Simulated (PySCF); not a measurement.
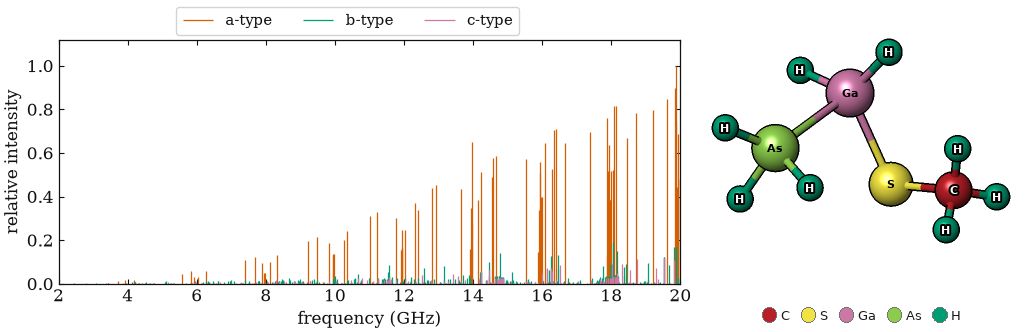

CH₈AsGaS, singlet. Simulated rotational absorption lines between 2 and 20 GHz at 5 K: rigid rotor with the equilibrium constants and dipole of one optimised conformer (PBE0-D3(BJ)/def2-SVP, PySCF), commonest isotopes; no centrifugal distortion, hyperfine structure, internal rotation or nuclear-spin weights; lines within 1 MHz of each other are summed. Lines of different type are drawn apart.

### What are the rotational constants, and what kind of rotor is it?

Rotational constants A, B, C = 2.647, 1.104, 0.8732 GHz; Ray's κ = −0.74, an asymmetric top on the prolate side.

### Which dipole components drive the lines?

|μa|, |μb|, |μc| = 2.86, 1.33, 1.29 D; a-type lines carry 77 % of the intensity in this range.

Known limits of this run: coarse grid, loose stop and no frequency check, small forces are noise and the end may be a saddle.
